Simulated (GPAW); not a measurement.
# Near-edge structure at the O K edge of MnO2 (Pyrolusite, P4_2/mnm), part 2 of 3

How does the O K edge of MnO2 (Pyrolusite, P4_2/mnm) move when the bonds are compressed or stretched?

GPAW 26.7.0; X-ray absorption from dipole matrix elements to empty bands, plane-wave PAW LDA.

So far. Step 2 (Ground state of the crystal): The mesh shows no gap, so the system is treated as a metal and the core electron is put at the Fermi level (neutral cell).

## Step 4: Spectrum with XCH, O atom 3

The holes are 5.3 Å apart. In GPAW the data set carries the hole's charge, so charge=0 means a charged cell and charge=-1 a neutral one. The excited electron is kept in the cell, where it fills the lowest empty states and screens the hole. After the field has converged, empty bands are computed with the density fixed and the dipole matrix elements are summed.

The absorber has 2 Mn at 1.88 Å and 1 Mn at 1.90 Å (distorted trigonal planar, site symmetry m2m).

Contents of xas.py:

```python
import numpy as np
from ase import Atoms
from ase.parallel import parprint, paropen
from gpaw import GPAW, PW, FermiDirac, Mixer, MixerDif, setup_paths
from gpaw.test import gen
setup_paths.insert(0, '.')
gen('O', name='fch1s', xcname='LDA', corehole=(1, 0, 1), write_xml=True)
from gpaw.mpi import world
world.barrier()

atoms = Atoms('Mn4O8',
    cell=[[4.3983, 0, 2.873],
     [0, 4.3983, 2.873],
     [-4.3983, 0, 2.873]],
    scaled_positions=[[0.25, 0.5, 0.75],
     [0.75, 0.5, 0.25],
     [0, 0, 0],
     [0.5, 0, 0.5],
     [0.55515, 0.19485, 0.75],
     [0.05515, 0.19485, 0.25],
     [0, 0.69485, 0.30515],
     [0.5, 0.69485, 0.80515],
     [0.94485, 0.80515, 0.75],
     [0.44485, 0.80515, 0.25],
     [0, 0.30515, 0.69485],
     [0.5, 0.30515, 0.19485]],
    magmoms=[4.0, 4.0, -4.0, -4.0, 0.0, 0.0, 0.0, 0.0, 0.0, 0.0, 0.0, 0.0],
    pbc=True)
atoms.calc = calc = GPAW(legacy_gpaw=True, mode=PW(500), xc='LDA', setups={4: 'fch1s'},
    kpts={'size': (4, 4, 4), 'gamma': True}, occupations=FermiDirac(0.1),
    charge=-1, mixer=MixerDif(0.05, 8, 50), maxiter=150,
    convergence={'density': 0.0001}, txt='scf.txt')
energy = atoms.get_potential_energy() + calc.get_reference_energy()
ef = calc.get_fermi_level()
out = dict(energy=energy, fermi=ef, forces=atoms.get_forces().tolist(), magmoms=atoms.get_magnetic_moments().tolist())
parprint(f'all-electron energy {energy:.4f} eV, Fermi level {ef:.4f} eV')
ev = np.array([[calc.get_eigenvalues(k, s) for k in range(len(calc.get_ibz_k_points()))] for s in range(calc.get_number_of_spins())])
out['homo'], out['lumo'], out['counts'] = ev[ev < ef].max(), ev[ev > ef].min(), sorted(set((ev < ef).sum((0, 2)).tolist()))
out['filled'] = (ev[:, 0] < ef).sum(1).tolist()

from ase.units import Ha
from gpaw.xas import dipole_matrix_elements
nb = int(calc.get_number_of_electrons() / 2) + 89
top, nb = nb, nb + 8 + nb // 12
nscf = calc.fixed_density(kpts={'size': (5, 5, 5), 'gamma': True}, nbands=nb,
    convergence={'bands': top, 'eigenstates': 1e-5}, maxiter=60, txt='nscf.txt')
cell = atoms.cell.array
ops = [cell.T @ U.T @ np.linalg.inv(cell.T) for U in nscf.wfs.kd.symmetry.op_scc]
E = np.arange(-6, 34, 0.1)
fwhm = np.interp(E, [4, 25], [0.9, 3.5])
Y, X, zero, highest = 0, 0, 1e9, 1e9
for spin in range(nscf.get_number_of_spins()):
    wfs = nscf.wfs
    A = dipole_matrix_elements(wfs.setups[4])
    eps = np.zeros((wfs.kd.nibzkpts, nb))
    d = np.zeros((3, A.shape[1], wfs.kd.nibzkpts, nb), complex)
    for kpt in wfs.kpt_u:
        if kpt.s == spin and 4 in kpt.P_ani:
            eps[kpt.k] = kpt.eps_n * Ha
            d[:, :, kpt.k] = (kpt.weight * wfs.nspins / 2) ** 0.5 * np.inner(A, kpt.P_ani[4])
    world.sum(eps)
    world.sum(d)
    T = np.einsum('amkn,bmkn->abkn', d, d.conj()).real
    T = sum(np.einsum('ai,ijkn,bj->abkn', R, T, R) for R in ops) / len(ops)
    empty = eps > ef
    zero, highest = min(zero, eps[empty].min()), min(highest, eps[:, top - 1].min())
    lines = [(eps, T, empty)] if spin == 0 else lines + [(eps, T, empty)]
for eps, T, empty in lines:
    f = np.einsum('aakn->akn', T).reshape(3, -1)
    x = eps.ravel() - zero
    w = np.interp(x, E, fwhm) / 2.35482
    g = np.exp(-0.5 * ((E[:, None] - x) / w) ** 2) / (w * (2 * np.pi) ** 0.5)
    Y = Y + (f * empty.ravel()) @ g.T
    X = X + (f * ~empty.ravel()) @ g.T
out.update(E=E.round(2).tolist(), xas=Y.tolist(), xes=X.tolist(), zero=zero, valid=highest - zero, nk=len(eps), nb=nb)
for i in range(0, len(E), 10):
    parprint(f'{E[i]:7.2f}', *(f'{v:10.3e}' for v in Y[:, i]))
import json
with paropen('out.json', 'w') as f:
    json.dump(out, f)
```

Run with:

```sh
$ OMP_NUM_THREADS=1 mpirun -n 2 gpaw python xas.py
```

Numbers of over 12 decimals in the logs are rounded to 6 here.

The program printed:

```text
Input parameters:
  charge: -1
  convergence: {density: 0.0001}
  kpts: {gamma: True,
         size: (4, 4, 4)}
  maxiter: 150
  mixer: {backend: pulay,
          beta: 0.05,
          method: difference,
          nmaxold: 8,
          weight: 50}
  mode: {ecut: 500.0,
         name: pw}
  occupations: {fixmagmom: False,
                name: fermi-dirac,
                width: 0.1}
  setups: {4: fch1s}

Initialize ...

[... PAW data sets ...]

Reference energy: -141494.485717  # eV

Spin-polarized calculation.
Initial magnetic moment: 0.000000

[... convergence settings ...]
Symmetries present (total): 2
  [... symmetry matrices ...]

64 k-points: 4 x 4 x 4 Monkhorst-Pack grid + [1/8,1/8,1/8]
24 k-points in the irreducible part of the Brillouin zone
       k-points in crystal coordinates                weights
   0:     0.00000000    0.00000000    0.00000000          1/64
   1:     0.00000000    0.25000000    0.25000000          2/64
   2:     0.00000000    0.50000000    0.50000000          1/64
   3:     0.25000000   -0.25000000   -0.25000000          2/64
   4:     0.25000000   -0.25000000    0.25000000          2/64
   5:     0.25000000   -0.25000000    0.50000000          4/64
   6:     0.25000000    0.00000000   -0.25000000          4/64
   7:     0.25000000    0.00000000    0.00000000          2/64
   8:     0.25000000    0.25000000   -0.25000000          2/64
   9:     0.25000000    0.25000000    0.00000000          4/64
          ...
  23:     0.50000000    0.50000000    0.50000000          1/64

Wave functions: Plane wave expansion
  Cutoff energy: 500.000 eV
  Number of coefficients (min, max): 2794, 2863
  Pulay-stress correction: 0.000000 eV/Ang^3 (de/decut=0.000000)
  Using FFTW library
  Wavefunction extrapolation:
    Improved wavefunction reuse through dual PAW basis

Occupation numbers: Fermi-Dirac:
  width: 0.1000  # eV

Eigensolver
   Davidson(niter=2)

Densities:
  Coarse grid: 28*28*28 grid
  Fine grid: 56*56*56 grid
  Total Charge: 0.000000

Density mixing:
  Method: difference
  Backend: pulay
  Linear mixing parameter: 0.05
  old densities: 8
  Width of damping distribution: 1.1
  Damping of long wavelength oscillations: 50

[... Hamiltonian set-up ...]
Number of atoms: 12
Number of atomic orbitals: 84
Number of bands in calculation: 70
Number of valence electrons: 109
Bands to converge: occupied

... initialized

Initializing position-dependent things.

Density initialized from atomic densities
Creating initial wave functions:
  70 bands from LCAO basis set

                   O

              O
                   O
           Mn         Mn
             O
              O
        O          O
               Mn
             O

               Mn

Atomic positions and initial magnetic moments

Positions:
   0 Mn    -2.199150    2.199150    4.309500    ( 0.0000,  0.0000,  4.0000)
   1 Mn     2.199150    2.199150    4.309500    ( 0.0000,  0.0000,  4.0000)
   2 Mn     0.000000    0.000000    0.000000    ( 0.0000,  0.0000, -4.0000)
   3 Mn     0.000000    0.000000    2.873000    ( 0.0000,  0.0000, -4.0000)
   4 O     -0.857009    0.857009    4.309500    ( 0.0000,  0.0000,  0.0000)
   5 O     -0.857009    0.857009    1.436500    ( 0.0000,  0.0000,  0.0000)
   6 O     -1.342141    3.056159    2.873000    ( 0.0000,  0.0000,  0.0000)
   7 O     -1.342141    3.056159    5.746000    ( 0.0000,  0.0000,  0.0000)
   8 O      0.857009    3.541291    7.182500    ( 0.0000,  0.0000,  0.0000)
   9 O      0.857009    3.541291    4.309500    ( 0.0000,  0.0000,  0.0000)
  10 O     -3.056159    1.342141    2.873000    ( 0.0000,  0.0000,  0.0000)
  11 O      1.342141    1.342141    2.873000    ( 0.0000,  0.0000,  0.0000)

Unit cell:
           periodic     x           y           z      points  spacing
  1. axis:    yes    4.398300    0.000000    2.873000    28     0.1507
[...]
iter:  16  -134.113317c  -5.53  -3.66    +0.2063
iter:  17  -134.113306c  -6.09  -3.69    +0.2050
iter:  18  -134.113208c  -5.36  -3.69    +0.2052
iter:  19  -134.113189c  -5.97  -3.94    +0.2048
iter:  20  -134.113182c  -6.32  -4.23c   +0.2044
iter:  21  -134.113179c  -7.26  -4.37c   +0.2045
iter:  22  -134.113179c  -7.02  -4.42c   +0.2047
iter:  23  -134.113182c  -7.62c -4.53c   +0.2046

Converged after 23 iterations.

Dipole moment: (-0.144051, -0.127527, 0.042297) |e|*Ang

Total magnetic moment: (0.000000, 0.000000, 0.204596)
Local magnetic moments:
   0 Mn ( 0.000000,  0.000000,  2.388158)
   1 Mn ( 0.000000,  0.000000,  2.365532)
   2 Mn ( 0.000000,  0.000000, -2.270376)
   3 Mn ( 0.000000,  0.000000, -2.270376)
   4 O  ( 0.000000,  0.000000, -0.175199)
   5 O  ( 0.000000,  0.000000, -0.035418)
   6 O  ( 0.000000,  0.000000,  0.036790)
   7 O  ( 0.000000,  0.000000,  0.036790)
   8 O  ( 0.000000,  0.000000, -0.043016)
   9 O  ( 0.000000,  0.000000, -0.007418)
  10 O  ( 0.000000,  0.000000,  0.036790)
  11 O  ( 0.000000,  0.000000,  0.036790)

Energy contributions relative to reference atoms: (reference = -141494.485717)

Kinetic:        +62.961294
Potential:      -75.123526
External:        +0.000000
XC:            -122.102702
Entropy (-ST):   -0.130323
Local:           +0.216915
SIC:             +0.000000
--------------------------
Free energy:   -134.178343
Extrapolated:  -134.113182

Spin contamination: 6.450820 electrons
Showing only first 2 kpts
                      Up                     Down
 Kpt  Band  Eigenvalues  Occupancy  Eigenvalues  Occupancy
  0    52      5.52455    0.99987      5.42701    0.99995
  0    53      5.66409    0.99946      5.68609    0.99933
  0    54      5.75674    0.99865      5.83692    0.99699
  0    55      6.31916    0.72703      6.33031    0.70435

  1    52      5.37285    0.99997      5.47497    0.99992
  1    53      5.55038    0.99983      5.75388    0.99868
  1    54      6.46968    0.37155      6.03547    0.97847
  1    55      6.65285    0.08649      6.74845    0.03512

Fermi level: 6.41712

No gap
No difference between direct/indirect transitions

Forces in eV/Ang:
  0 Mn   -2.28940    2.28940   -0.00001
  1 Mn    0.30514   -0.30514   -0.00000
  2 Mn    1.31419   -1.31419    2.25947
  3 Mn    1.31420   -1.31420   -2.25950
  4 O    -0.47557    0.47557    0.00008
  5 O    -0.14462    0.14462    0.00003
  6 O     0.27013    0.14670    0.05422
  7 O     0.27011    0.14671   -0.05422
  8 O     0.14495   -0.14495   -0.00003
  9 O    -0.41253    0.41253   -0.00003
 10 O    -0.14670   -0.27013    0.05422
 11 O    -0.14671   -0.27011   -0.05422
Scalar-relativistic atomic LDA calculation for O (Oxygen, Z=8)
Core hole in 1s state (1s occupation: 1.0)
300 radial gridpoints.
|------------------------------------------------|
|------------------------------------------------|
[... the atom generator's iteration count ...]

Energy contributions:
-------------------------
Kinetic:      +54.046737
XC:            -5.876031
Potential:   -102.458324
-------------------------
Total:        -54.287618

state      eigenvalue         ekin         rmax
-----------------------------------------------
1s^1.0 :   -21.731873    30.611423        0.127
2s^2.0 :    -1.594915     4.066245        0.801
2p^4.0 :    -1.067100     3.825706        0.682
-----------------------------------------------
(units: Bohr and Hartree)

Generating PAW setup
Kinetic energy of the core from tauc = 30.636371
Cutoffs:
rc(s)=1.300
rc(p)=1.130
rc(d)=1.170
rc(vbar)=1.300
rc(comp)=1.260
rc(nct)=1.300

Kinetic energy of the core states: 30.611423
Charge: 1.0
Core electrons: 1.0
Valence electrons: 6.0
Pseudo-core charge: 0.000198
Shape function alpha=6.299
Pseudo-electron charge 5.280306
state    eigenvalue         norm
--------------------------------
2s(2) :    -1.594915     1.065643
*s    :    -0.594915
2p(4) :    -1.067100     0.787205
*p    :    -0.067100
*d    :     0.000000
--------------------------------

Diagonalizing with gridspacing h=0.050

state   all-electron     PAW
-------------------------------
2s:      -1.594915    -1.596334
2p:      -1.067100    -1.073375
*d:                   -0.060686
*f:                   -0.013559
-------------------------------
all-electron energy -141628.5989 eV, Fermi level 6.4171 eV
  -6.00  1.022e-59  1.022e-59  5.533e-60
  -5.00  2.612e-43  2.612e-43  1.439e-43
  -4.00  7.267e-30  7.267e-30  4.164e-30
  -3.00  2.249e-19  2.249e-19  1.397e-19
  -2.00  8.220e-12  8.220e-12  5.925e-12
  -1.00  4.286e-07  4.286e-07  3.811e-07
  -0.00  6.379e-05  6.379e-05  6.626e-05
[...]
31.00  6.139e-05  6.139e-05  9.073e-05
  32.00  6.218e-05  6.218e-05  1.098e-04
  33.00  6.782e-05  6.782e-05  1.232e-04
```

Run time: 11 min. Hardware: 2 MPI ranks of Arm Neoverse V1, shared host; peak memory 0.85 GiB.

The O K spectrum, O atom 3, excited-electron core hole (neutral cell) (energy from the lowest empty level; intensity scaled to a mean of 1 over the first 20 eV; polarised curves are means over the symmetry-equivalent atoms):

| E (eV) | isotropic | ε ⊥ c | ε ∥ c |
| --- | --- | --- | --- |
| -2.0 | 0.00 | 0.00 | 0.00 |
| -0.5 | 0.08 | 0.08 | 0.08 |
| 1.0 | 1.64 | 1.65 | 1.62 |
| 2.5 | 1.26 | 1.07 | 1.65 |
| 4.0 | 0.31 | 0.30 | 0.32 |
| 5.5 | 0.00 | 0.00 | 0.00 |
| 7.0 | 0.02 | 0.02 | 0.02 |
| 8.5 | 0.26 | 0.26 | 0.27 |
| 10.0 | 1.09 | 1.06 | 1.15 |
| 11.5 | 1.57 | 1.31 | 2.08 |
| 13.0 | 1.89 | 1.63 | 2.42 |
| 14.5 | 2.22 | 2.28 | 2.09 |
| 16.0 | 1.54 | 1.85 | 0.93 |
| 17.5 | 0.67 | 0.81 | 0.41 |
| 19.0 | 0.38 | 0.40 | 0.33 |
| 20.5 | 0.39 | 0.34 | 0.50 |
| 22.0 | 0.48 | 0.40 | 0.63 |
| 23.5 | 0.59 | 0.63 | 0.52 |
| 25.0 | 0.71 | 0.84 | 0.45 |
| 26.5 | 0.67 | 0.77 | 0.47 |
| 28.0 | 0.61 | 0.68 | 0.48 |
| 29.5 | 0.57 | 0.59 | 0.53 |
| 31.0 | 0.56 | 0.48 | 0.71 |

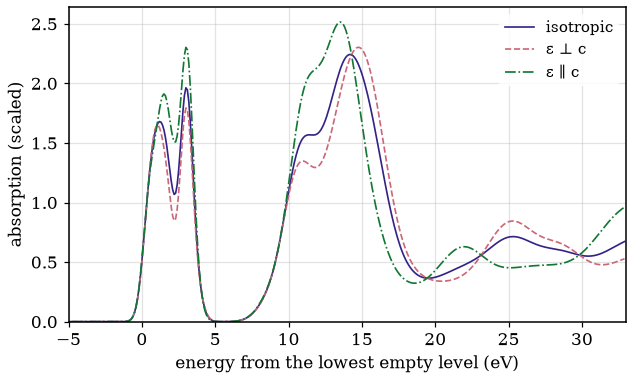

The O K edge, O atom 3, excited-electron core hole (neutral cell): main maxima at 1.2, 3.0 and 14.2 eV.

Main maxima below 24 eV (height): 1.2 eV (1.68), 3.0 eV (1.96) and 14.2 eV (2.24). A K edge sees empty p states; the first features are O p mixed into the empty d states of the Mn neighbours, and the broad ones above probably into the cations' higher empty bands.

The total-energy difference is 524.37 eV. The functional leaves an error in such absolute values: in the free atom LDA prices this hole 4.1 eV below PBE (computed apart), and PBE is itself good to a few eV.

## Step 5: Reference energy of the supercell

The cell changes for the next run, so it gets a reference energy of its own.

The cell differs from the one that the last finished run ended in (a 5.253 → 5.091 Å, b 5.253 → 5.091 Å, c 5.253 → 5.091 Å).

Contents of scf.py:

```python
import numpy as np
from ase import Atoms
from ase.parallel import parprint, paropen
from gpaw import GPAW, PW, FermiDirac, Mixer, MixerDif, setup_paths
from gpaw.test import gen
setup_paths.insert(0, '.')
gen('O', name='nch1s', xcname='LDA', corehole=(1, 0, 0), write_xml=True)
from gpaw.mpi import world
world.barrier()

atoms = Atoms('Mn4O8',
    cell=[[4.26218189, 0, 2.78408671],
     [0, 4.26218189, 2.78408671],
     [-4.26218189, 0, 2.78408671]],
    scaled_positions=[[0.25, 0.5, 0.75],
     [0.75, 0.5, 0.25],
     [0, 0, 0],
     [0.5, 0, 0.5],
     [0.55515, 0.19485, 0.75],
     [0.05515, 0.19485, 0.25],
     [0, 0.69485, 0.30515],
     [0.5, 0.69485, 0.80515],
     [0.94485, 0.80515, 0.75],
     [0.44485, 0.80515, 0.25],
     [0, 0.30515, 0.69485],
     [0.5, 0.30515, 0.19485]],
    magmoms=[4.0, 4.0, -4.0, -4.0, 0.0, 0.0, 0.0, 0.0, 0.0, 0.0, 0.0, 0.0],
    pbc=True)
atoms.calc = calc = GPAW(legacy_gpaw=True, mode=PW(500), xc='LDA', setups={4: 'nch1s'},
    kpts={'size': (4, 4, 4), 'gamma': True}, occupations=FermiDirac(0.1),
    charge=0, mixer=MixerDif(0.05, 8, 50), maxiter=150,
    convergence={'density': 0.0001}, txt='scf.txt')
energy = atoms.get_potential_energy() + calc.get_reference_energy()
ef = calc.get_fermi_level()
out = dict(energy=energy, fermi=ef, forces=atoms.get_forces().tolist(), magmoms=atoms.get_magnetic_moments().tolist())
parprint(f'all-electron energy {energy:.4f} eV, Fermi level {ef:.4f} eV')
ev = np.array([[calc.get_eigenvalues(k, s) for k in range(len(calc.get_ibz_k_points()))] for s in range(calc.get_number_of_spins())])
out['homo'], out['lumo'], out['counts'] = ev[ev < ef].max(), ev[ev > ef].min(), sorted(set((ev < ef).sum((0, 2)).tolist()))
out['filled'] = (ev[:, 0] < ef).sum(1).tolist()
import json
with paropen('out.json', 'w') as f:
    json.dump(out, f)
```

Run with:

```sh
$ OMP_NUM_THREADS=1 mpirun -n 2 gpaw python scf.py
```

The program printed:

```text
Input parameters:
  convergence: {density: 0.0001}
  kpts: {gamma: True,
         size: (4, 4, 4)}
  maxiter: 150
  mixer: {backend: pulay,
          beta: 0.05,
          method: difference,
          nmaxold: 8,
          weight: 50}
  mode: {ecut: 500.0,
         name: pw}
  occupations: {fixmagmom: False,
                name: fermi-dirac,
                width: 0.1}
  setups: {4: nch1s}

Initialize ...

[...]
2s(2) :    -0.872866     1.079797
*s    :     0.127134
2p(4) :    -0.337925     0.876472
*p    :     0.662075
*d    :     0.000000
--------------------------------

Diagonalizing with gridspacing h=0.050

state   all-electron     PAW
-------------------------------
2s:      -0.872866    -0.873954
2p:      -0.337925    -0.341740
*d:                    0.050276
*f:                    0.077289
-------------------------------
all-electron energy -142153.1514 eV, Fermi level 7.4179 eV
[key lines of the parts left out:]
Converged after 22 iterations.
Dipole moment: (-0.000000, -0.000000, 0.000000) |e|*Ang
Free energy:   -108.067144
Fermi level: 7.41789
```

Run time: 3.5 min. Hardware: 2 MPI ranks; peak memory 0.44 GiB; 6.9 min of CPU time.

Reference energy: -142153.151 eV with the cores included.

## Step 6: Spectrum with XCH, O atom 3

Shorter bonds are expected to push antibonding states and scattering resonances up, and longer ones down; the cell is scaled to test that.

Changed against the first core-hole run: volume scale from 1 to 0.91.

Changes to xas.py since step 4:

```diff
@@ -11,5 +11,5 @@
 atoms = Atoms('Mn4O8',
-    cell=[[4.3983, 0, 2.873],
-     [0, 4.3983, 2.873],
-     [-4.3983, 0, 2.873]],
+    cell=[[4.26218189, 0, 2.78408671],
+     [0, 4.26218189, 2.78408671],
+     [-4.26218189, 0, 2.78408671]],
     scaled_positions=[[0.25, 0.5, 0.75],
@@ -42,3 +42,3 @@
 from gpaw.xas import dipole_matrix_elements
-nb = int(calc.get_number_of_electrons() / 2) + 89
+nb = int(calc.get_number_of_electrons() / 2) + 83
 top, nb = nb, nb + 8 + nb // 12
```

Run with:

```sh
$ OMP_NUM_THREADS=1 mpirun -n 2 gpaw python xas.py
```

The program printed:

```text
Input parameters:
  charge: -1
  convergence: {density: 0.0001}
  kpts: {gamma: True,
         size: (4, 4, 4)}
  maxiter: 150
  mixer: {backend: pulay,
          beta: 0.05,
          method: difference,
          nmaxold: 8,
          weight: 50}
  mode: {ecut: 500.0,
         name: pw}
  occupations: {fixmagmom: False,
                name: fermi-dirac,
                width: 0.1}
  setups: {4: fch1s}

[...]
2s:      -1.594915    -1.596334
2p:      -1.067100    -1.073375
*d:                   -0.060686
*f:                   -0.013559
-------------------------------
all-electron energy -141628.4903 eV, Fermi level 7.7934 eV
  -6.00  1.896e-59  1.896e-59  1.434e-59
  -5.00  4.686e-43  4.686e-43  3.575e-43
  -4.00  1.264e-29  1.264e-29  9.655e-30
  -3.00  3.778e-19  3.778e-19  2.867e-19
[...]
32.00  6.277e-05  6.277e-05  7.593e-05
  33.00  5.800e-05  5.800e-05  9.250e-05
[key lines of the parts left out:]
Converged after 33 iterations.
Dipole moment: (-0.142470, -0.124901, 0.039910) |e|*Ang
Free energy:   -134.076396
Fermi level: 7.79339
```

Elapsed: 12 min, on 2 MPI ranks; peak memory 0.77 GiB.

| E (eV) | first run | this run |
| --- | --- | --- |
| -2.0 | 0.00 | 0.00 |
| -1.0 | 0.00 | 0.00 |
| 0.0 | 0.51 | 0.46 |
| 1.0 | 1.64 | 1.14 |
| 2.0 | 1.18 | 1.52 |
| 3.0 | 1.96 | 1.43 |
| 4.0 | 0.31 | 1.09 |
| 5.0 | 0.00 | 0.06 |
| 6.0 | 0.00 | 0.00 |
| 7.0 | 0.02 | 0.00 |
| 8.0 | 0.14 | 0.06 |
| 9.0 | 0.45 | 0.25 |
| 10.0 | 1.09 | 0.72 |
| 11.0 | 1.54 | 1.32 |
| 12.0 | 1.58 | 1.44 |
| 13.0 | 1.89 | 1.56 |
| 14.0 | 2.23 | 1.91 |
| 15.0 | 2.08 | 1.97 |
| 16.0 | 1.54 | 1.82 |
| 17.0 | 0.91 | 1.49 |
| 18.0 | 0.52 | 0.98 |
| 19.0 | 0.38 | 0.57 |
| 20.0 | 0.37 | 0.39 |
| 21.0 | 0.42 | 0.36 |
| 22.0 | 0.48 | 0.40 |
| 23.0 | 0.55 | 0.45 |
| 24.0 | 0.64 | 0.51 |
| 25.0 | 0.71 | 0.61 |
| 26.0 | 0.70 | 0.70 |
| 27.0 | 0.64 | 0.72 |
| 28.0 | 0.61 | 0.67 |
| 29.0 | 0.59 | 0.62 |
| 30.0 | 0.55 | 0.59 |
| 31.0 | 0.56 | 0.55 |
| 32.0 | 0.61 | 0.52 |

The scaled spectrum changes by 26 % r.m.s. A shift of +0.4 eV leaves 14 %. The highest intensity below 16 eV goes from 14.2 eV (2.24) to 14.6 eV (1.99).

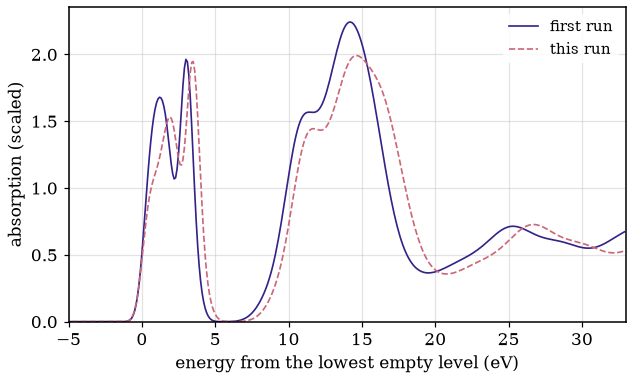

The effect of the change (volume scale from 1 to 0.91).

The photon energy of the zero moves by +0.29 eV.

(Part 2 of 3 ends here.)

[Banner, clock and machine lines of the logs are left out without a mark of their own.]

[Logs are printed without paths, hosts, clocks, repeated set-up lines and the standing remarks that a program may print on its own settings, such as how far it seeks lower states.]

[Hosts, paths, dates, database ids (printed as entryN), source tags and the programs' standing remarks are cut or masked in the printed files.]

[Lists of maxima count a maximum above −3 eV only where it reaches 4 % of the highest in the window and stands out from its surroundings by 2 % of it (1.5 % where it reaches 55 %); shoulders and weaker maxima are passed over, and of the rest the first, up to two pre-edge ones and the few strongest are named.]
